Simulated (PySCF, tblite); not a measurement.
# C5H7NSi: geometry, infrared bands and NMR shifts

Aim: predict the infrared bands and NMR shifts of C5H7NSi (`N#C[C@@]12C[C@@H]1[C@@H]2[SiH3]`).

The runs use tblite 0.8.0 and PySCF 2.14.0, with density-fitted response routines of our own; the level of theory stands in each step. All values are computed, except where a source is named. Atoms count from 0, in the outputs and in this text.

## (1) The molecule as given

14 atoms, charge 0, multiplicity 1; geometry from: force field or distance geometry start.

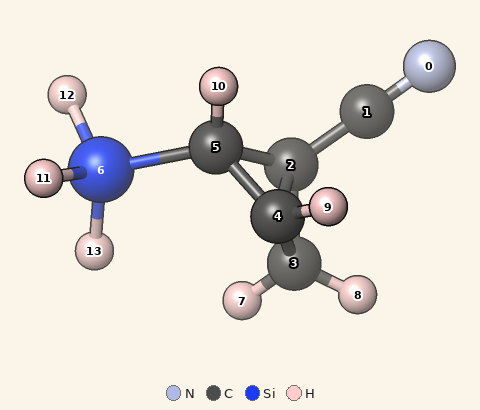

As it starts; nitrogen light blue, carbon dark grey, silicon blue, hydrogen pink, atoms numbered.

## (2) Optimising the geometry with GFN2-xTB

The job: settings as JSON, then the geometry in Å.

```
{"job": {"kind": "relax", "xc": "GFN2-xTB", "basis": "xTB"}, "charge": 0, "multiplicity": 1}
N      3.784000     0.467800     0.931600
C      2.647700     0.719600     0.763500
C      1.276200     1.005300     0.577300
C      0.714100     1.553500    -0.703400
C      0.484500     0.104800    -0.413600
C      0.158200     0.128700     1.021900
Si    -1.415400     0.844600     1.698000
H     -0.112300     2.244000    -0.665300
H      1.412400     1.799200    -1.492200
H      1.064700    -0.679500    -0.878100
H      0.432900    -0.760300     1.585200
H     -2.513400    -0.157100     1.590700
H     -1.238500     1.182900     3.143400
H     -1.813600     2.072800     0.975800
```

On the command line:

```sh
$ OMP_NUM_THREADS=1 python probes_run.py task.json out
```

This one command runs all jobs of the session in turn.

Output:

```text
step      E/eV     max force
  0    -511.53916    3.139
  1    -511.44687    8.639
  2    -511.66639    0.980
  3    -511.68680    0.467
  4    -511.70293    0.432
  5    -511.72073    0.435
  6    -511.73304    0.360
  7    -511.74917    0.341
  8    -511.76046    0.284
  9    -511.77069    0.255
 10    -511.78015    0.263
 11    -511.79101    0.292
 12    -511.80135    0.249
 13    -511.80855    0.227
 14    -511.81323    0.179
 15    -511.81723    0.155
 16    -511.82094    0.161
 17    -511.82422    0.149
 18    -511.82664    0.137
 19    -511.82845    0.143
 20    -511.83024    0.157
 21    -511.83213    0.139
 22    -511.83355    0.097
 23    -511.83427    0.054
 24    -511.83468    0.059
 25    -511.83512    0.085
 26    -511.83574    0.077
 27    -511.83641    0.099
 28    -511.83704    0.075
 29    -511.83767    0.084
 30    -511.83830    0.133
 31    -511.83881    0.075
 32    -511.83913    0.063
 33    -511.83936    0.042
 34    -511.83966    0.072
 35    -511.84005    0.122
 36    -511.84047    0.125
 37    -511.84081    0.081
 38    -511.84109    0.045
 39    -511.84135    0.044
 40    -511.84160    0.083
 41    -511.84183    0.093
 42    -511.84205    0.081
 43    -511.84230    0.039
 44    -511.84255    0.053
 45    -511.84275    0.065
 46    -511.84286    0.040
 47    -511.84292    0.029
 48    -511.84296    0.031
 49    -511.84301    0.038
 50    -511.84306    0.044
 51    -511.84311    0.018
 52    -511.84314    0.014
 53    -511.84316    0.024
 54    -511.84318    0.020
 55    -511.84320    0.013
 56    -511.84321    0.008
```

It took 0.52 s on 1 thread of Arm Neoverse N1, shared host; peak memory 0.18 GiB.

Step by step: (not every step is listed) (the energy doesn't fall at every step)

```csv
step,energy from step 0 (eV),largest force (eV/Å)
0,0.0000,3.1391
1,0.0923,8.6392
2,-0.1272,0.9798
3,-0.1476,0.4666
4,-0.1638,0.4320
5,-0.1816,0.4345
6,-0.1939,0.3603
7,-0.2100,0.3406
8,-0.2213,0.2840
12,-0.2622,0.2491
16,-0.2818,0.1610
20,-0.2911,0.1575
24,-0.2955,0.0592
28,-0.2979,0.0750
32,-0.3000,0.0627
36,-0.3013,0.1250
40,-0.3024,0.0825
44,-0.3034,0.0532
48,-0.3038,0.0311
51,-0.3040,0.0178
52,-0.3040,0.0144
53,-0.3040,0.0235
54,-0.3040,0.0197
55,-0.3040,0.0132
56,-0.3041,0.0082
```

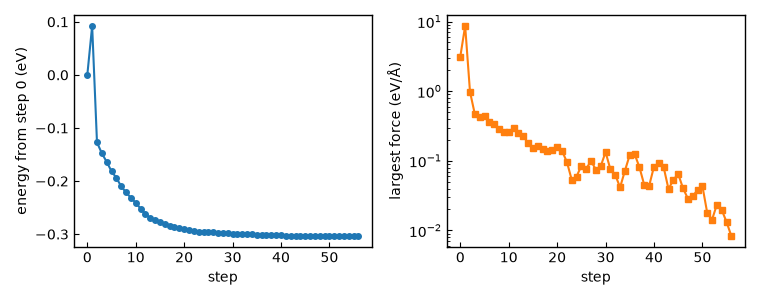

Energy and force, step by step.

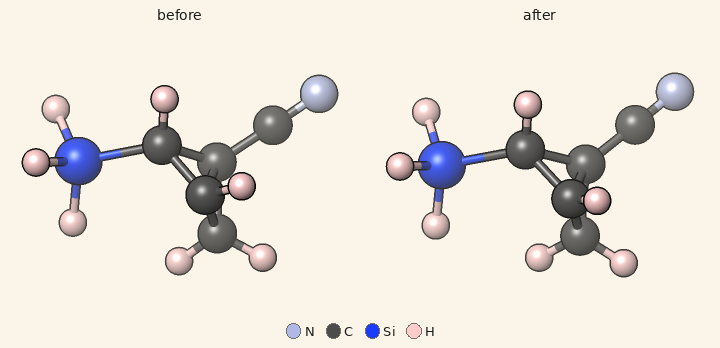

The geometry before (left) and after (right).

Close pairs (by a distance rule), those that changed most:

```csv
bond,before (Å),after (Å),change (Å)
C2–C4,1.555,1.505,-0.050
C5–Si6,1.856,1.898,+0.042
Si6–H12,1.495,1.461,-0.034
C2–C5,1.489,1.517,+0.029
Si6–H11,1.490,1.463,-0.028
N0–C1,1.176,1.149,-0.027
C1–C2,1.413,1.388,-0.025
C4–C5,1.472,1.495,+0.022
```

The end geometry stands in the next job.

## (3) Infrared spectrum with GFN2-xTB

The job: settings as JSON, then the geometry in Å.

```
{"job": {"kind": "ir", "xc": "GFN2-xTB", "basis": "xTB"}, "charge": 0, "multiplicity": 1}
N      3.782505     0.763091     1.233250
C      2.689999     0.784806     0.876849
C      1.360259     0.843264     0.481811
C      0.709079     1.500189    -0.705821
C      0.521361     0.042630    -0.477539
C      0.143804     0.077552     0.968226
Si    -1.398646     0.903796     1.703995
H     -0.113123     2.179690    -0.526794
H      1.354854     1.802304    -1.522445
H      0.779685    -0.787554    -1.103671
H      0.400786    -0.839822     1.502515
H     -2.474808    -0.081049     1.598715
H     -1.082112     1.209964     3.097299
H     -1.791875     2.127652     1.008447
```

Output:

```text
mode    cm-1     km/mol
  1     -59.0      0.20
  2      94.9      4.50
  3     152.4      6.11
  4     239.4      2.26
  5     251.8      5.67
  6     409.5      4.25
  7     493.2      9.88
  8     501.6      5.11
  9     551.4     33.23
 10     554.6     73.41
 11     658.1      1.06
 12     731.9     20.98
 13     761.9    226.23
 14     789.3    153.45
 15     802.5    400.00
 16     807.2     16.21
 17     890.1      1.75
 18     912.5      8.97
 19     960.2     18.93
 20     970.1     32.95
 21    1042.7      5.92
 22    1076.6      1.59
 23    1110.3      1.83
 24    1175.7     10.63
 25    1261.5      5.93
 26    1299.6     17.28
 27    1446.8      4.61
 28    1530.2     18.03
 29    2277.7    390.61
 30    2283.3    177.81
 31    2293.9    262.38
 32    2362.1    411.27
 33    2956.2     45.25
 34    3056.5     27.88
 35    3058.6     29.61
 36    3152.5     22.89
```

Wall time 0.64 s (1 thread of Arm Neoverse N1, shared host); peak memory 0.18 GiB.

Which atoms move in the most intense modes:

```csv
cm⁻¹,km/mol,atoms
555,73.4,"H12 47 %, H11 20 %, Si6 11 %"
762,226.2,"H11 47 %, H12 47 %"
789,153.4,"H13 55 %, H12 26 %, H11 15 %"
802,400.0,"H13 38 %, H11 29 %, H12 20 %"
2278,390.6,"H11 51 %, H13 41 %"
2283,177.8,"H13 54 %, H11 44 %"
2294,262.4,H12 93 %
2362,411.3,"C1 61 %, N0 38 %"
```

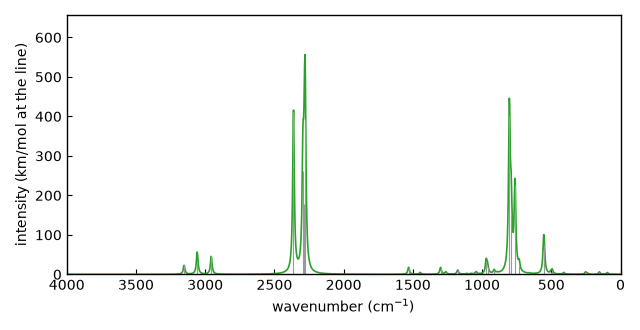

The infrared spectrum from these modes, unscaled. Lines are broadened to a width of 14 cm⁻¹ (Lorentzian).

## (4) NMR shieldings: PBE0/pcSseg-1

The job, as its differences from that of step 3:

```diff
@@ -1,2 +1,2 @@
-{"job": {"kind": "ir", "xc": "GFN2-xTB", "basis": "xTB"}, "charge": 0, "multiplicity": 1}
+{"job": {"kind": "nmr", "xc": "PBE0", "basis": "pcSseg-1"}, "charge": 0, "multiplicity": 1}
 N      3.782505     0.763091     1.233250
```

Level: GIAO PBE0/pcSseg-1 NMR shielding, non-relativistic, gas phase.

Output:

```text
coarse grid: 12456 points
cycle   1  E = -538.3378411499  dE =  1.156e+00  |g| = 4.163e-01  |ddm| = 3.577e+00
cycle   2  E = -538.2114646992  dE =  1.264e-01  |g| = 8.757e-01  |ddm| = 1.330e+00
cycle   3  E = -538.3804558338  dE = -1.690e-01  |g| = 1.012e-01  |ddm| = 9.059e-01
cycle   4  E = -538.3826333206  dE = -2.177e-03  |g| = 3.961e-02  |ddm| = 1.275e-01
cycle   5  E = -538.3829998043  dE = -3.665e-04  |g| = 9.949e-03  |ddm| = 4.910e-02
cycle   6  E = -538.3830234755  dE = -2.367e-05  |g| = 1.644e-03  |ddm| = 1.106e-02
cycle   7  E = -538.3830240290  dE = -5.535e-07  |g| = 7.313e-04  |ddm| = 2.518e-03
final grid: 116568 points
cycle   8  E = -538.4225500441  dE = -2.923e-05  |g| = 6.200e-03  |ddm| = 3.544e-02
cycle   9  E = -538.4225464384  dE =  3.606e-06  |g| = 7.357e-03  |ddm| = 1.329e-02
cycle  10  E = -538.4225597992  dE = -1.336e-05  |g| = 7.438e-04  |ddm| = 7.138e-03
cycle  11  E = -538.4225598998  dE = -1.006e-07  |g| = 4.021e-04  |ddm| = 1.149e-03
cycle  12  E = -538.4225599318  dE = -3.195e-08  |g| = 1.306e-04  |ddm| = 3.844e-04
cycle  13  E = -538.4225599352  dE = -3.453e-09  |g| = 3.771e-05  |ddm| = 1.438e-04
cycle  14  E = -538.4225599355  dE = -3.142e-10  |g| = 1.011e-05  |ddm| = 4.722e-05
converged SCF energy = -538.4225599355

GIAO shielding tensors (ppm)
atom      isotropic    diamagn.    paramagn.     s11        s22        s33       span
  0 N      -41.641     340.935    -382.576   -228.293   -192.581    295.951    524.245
  1 C       62.907     257.734    -194.827    -55.668    -48.776    293.163    348.831
  2 C      192.982     260.944     -67.962    151.814    209.826    217.306     65.492
  3 C      147.047     252.570    -105.522    123.871    154.263    163.007     39.136
  4 C      167.334     244.496     -77.162    139.714    176.661    185.628     45.915
  5 C      149.702     253.158    -103.457    124.083    154.905    170.117     46.034
  6 Si     438.415     878.905    -440.489    404.036    447.137    464.073     60.036
  7 H       30.195      30.726      -0.531     23.486     29.297     37.803     14.317
  8 H       29.855      30.051      -0.196     24.763     25.736     39.066     14.303
  9 H       29.117      30.677      -1.560     23.587     26.088     37.675     14.089
 10 H       29.981      32.067      -2.086     23.666     27.910     38.368     14.702
 11 H       28.044      28.409      -0.365     24.130     25.842     34.160     10.030
 12 H       27.916      27.801       0.116     24.014     26.092     33.643      9.630
 13 H       27.843      28.296      -0.454     23.150     27.668     32.710      9.560
```

It took 38 s on 1 thread of Arm Neoverse N1, shared host; peak memory 0.73 GiB.

The references, computed at this level on geometries of the same kind, shield at (ppm): ¹H TMS 31.72, ¹³C TMS 186.9, ²⁹Si TMS 349.2, ¹⁵N NH3 267.7. Their shielding less the atom's gives the shift. The references are single molecules in the gas phase, so shifts against H2O, NH3, PH3, H3PO4 or CFCl3 are not on the usual liquid scales and can be off by tens of ppm. Atoms listed in one row are averaged.

```csv
atoms,environment,σ (ppm),δ (ppm),δ scaled to CDCl3
C1,nitrile carbon,62.9,124.0,119.1
C3,three-membered-ring carbon,147.0,39.9,37.0
C5,three-membered-ring carbon,149.7,37.2,34.4
C4,three-membered-ring carbon,167.3,19.6,17.2
C2,three-membered-ring carbon,193.0,-6.1,-7.8
"H11, H12, H13",hydrogen on a silicon bonded to C,27.93,3.78,–
H9,hydrogen on a three-membered-ring carbon,29.12,2.60,2.56
H8,hydrogen on a three-membered-ring carbon,29.85,1.86,1.86
H10,hydrogen on a three-membered-ring carbon,29.98,1.74,1.74
H7,hydrogen on a three-membered-ring carbon,30.20,1.52,1.54
N0,nitrile nitrogen,-41.6,309.4,–
Si6,"silicon bonded to C, 3 H",438.4,-89.3,–
```

The scaled column applies a straight-line fit of computed shieldings to shifts measured in CDCl3 (root-mean-square error 0.16 ppm for H, 1.9 ppm for C).

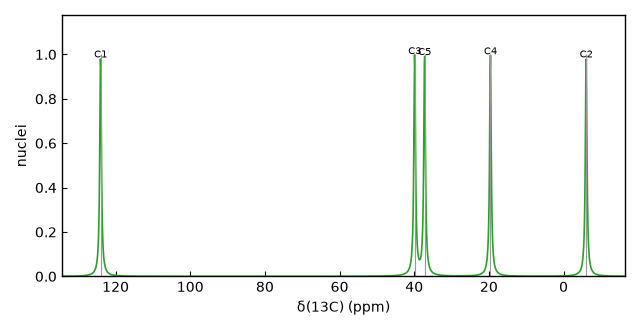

¹³C lines at the computed shifts, without couplings. Lines are broadened to a width of 0.52 ppm (Lorentzian).

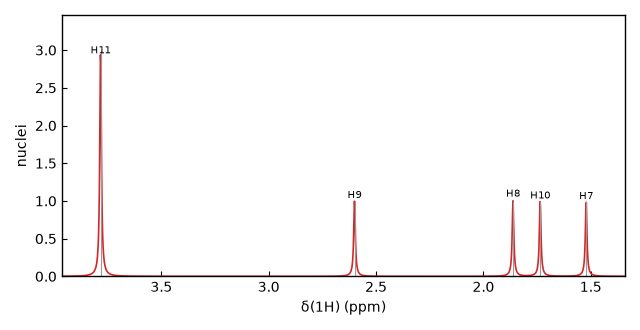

¹H lines at the computed shifts, without couplings. Lines are broadened to a width of 0.01 ppm (Lorentzian).

The run also stored atomic charges by several schemes (e):

```csv
atoms,Mulliken,IAO,Hirshfeld,ESP fit
N0,-0.25,-0.25,-0.23,-0.48
C1,0.14,0.13,0.07,0.39
C2,-0.26,-0.05,0.01,-0.02
C3,-0.07,-0.25,-0.06,-0.32
C4,-0.07,-0.11,-0.03,-0.06
C5,-0.39,-0.37,-0.10,-0.28
Si6,0.58,0.60,0.32,0.36
```

IAO charges:

N0 -0.25; C1 0.13; C2 -0.05; C3 -0.25; C4 -0.11; C5 -0.37; Si6 0.60; H7 0.15; H8 0.16; H9 0.18; H10 0.16; H11 -0.12; H12 -0.11; H13 -0.12

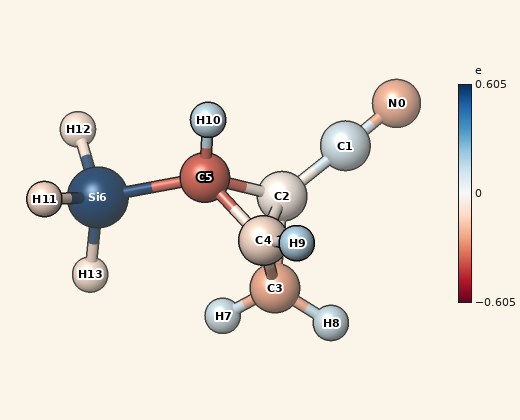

IAO charges, as colours on the atoms.

Mayer bond orders: N0–C1 3.02, C1–C2 1.03, C2–C3 0.98, C3–C4 0.98, C4–C5 0.95, C5–Si6 0.84, C4–C2 0.74, C5–C2 0.93.

Ring of atoms C2, C3, C4: NICS(0) -48.1, NICS(1) -10.6, NICS(1)zz -22.5 ppm (means of both faces; NICS(1) differs between them: -13.1 and -8.0).

In rings of three or four atoms NICS is ruled by the nearby σ bonds, so it says little on aromaticity.

Ring of atoms C2, C4, C5: NICS(0) -47.6, NICS(1) -9.9, NICS(1)zz -19.8 ppm (means of both faces; NICS(1) differs between them: -13.0 and -6.8).

In rings of three or four atoms NICS is ruled by the nearby σ bonds, so it says little on aromaticity.

## (5) Outcome

| quantity | value |
| --- | --- |
| strongest single infrared mode (GFN2-xTB) | 2362 cm⁻¹, 411 km/mol |
| zero-point energy (GFN2-xTB) | 61.4 kcal/mol |
| ¹³C shifts against TMS (PBE0/pcSseg-1) | 124.0, 39.9, 37.2, 19.6, -6.1 ppm |
| ¹H shifts against TMS (PBE0/pcSseg-1, means over atoms taken as alike) | 3.78, 2.60, 1.86, 1.74, 1.52 ppm |
| ¹⁵N shifts against NH3 (PBE0/pcSseg-1) | 309.4 ppm |
| ²⁹Si shifts against TMS (PBE0/pcSseg-1) | -89.3 ppm |

What this shows: Relaxing lowered the energy by 0.304 eV in 56 steps; the close pair that moved most is C2–C4, from 1.555 to 1.505 Å. The lowest mode is imaginary (59i cm⁻¹), so the xTB geometry is not a minimum. The strongest single mode, at 2362 cm⁻¹, moves mainly C1 and N0. GFN2-xTB is a fitted tight-binding method: band positions and strengths are rough. Its intensities can rank the bands wrongly. The most deshielded carbon is C1 (nitrile carbon), at 124.0 ppm: typical of a nitrile. At PBE0/pcSseg-1: Shielding is most anisotropic at N0 (span 524 ppm, paramagnetic term -383 ppm).
